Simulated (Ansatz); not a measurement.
**Effect of x(Os) = 0.75, 8 atoms, P4/mmm on PbSe**

The parent structure is PbSe in the rock salt structure (space group Fm-3m, No. 225; a = 6.2178 Å).

The other end (x = 1) is OsSe in the rock salt structure (space group Fm-3m, No. 225; a hypothetical phase, not in the database extracts checked): 17.25 Å³/atom, gap zero; this end may not be an ambient phase.

Now apply this change: a fraction x = 0.75 of the Pb sites is given to Os, ordered in a cell of 8 atoms (starting symmetry P4/mmm) and fully relaxed.

Level of theory: plane-wave PAW DFT at the PBE level (Ansatz, a first-principles code, 420 eV), spin-orbit coupling left out. k-mesh 12×12×5 (Γ-centred); smearing 0.05 eV (Fermi–Dirac), for the changed cell.

The volume per atom drops by 10.41 Å³ (30.05 Å³ → 19.64 Å³) and the shortest interatomic distance falls by 0.6855 Å to 2.423 Å. The band gap changes from 0.43 eV to zero and the mixing energy is +0.22 eV/atom (to 0.01 eV only: unlike meshes or grids) (against an end that may be hypothetical). The deviation of the volume from the linear (Vegard-type) interpolation comes out as -4.0 % and the mean first-shell distances amounts to Pb–Se 2.782 Å (end compound 3.109 Å), Os–Se 2.675 Å (end compound 2.584 Å).

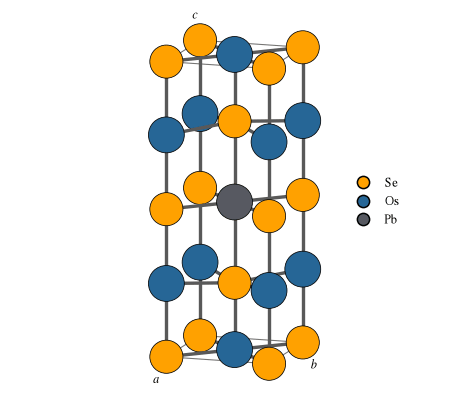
Fig. 1. The relaxed conventional cell after the change

Each cell is one ordered arrangement of few atoms, which overstates ordering effects compared with a random alloy. Spin-orbit coupling, missing from the scalar runs, can matter with Pb. No phonon test of stability was made. All final runs are without spin polarisation. Os3PbSe4 and OsSe have a high density of states at the Fermi level and may be magnetic at this level.
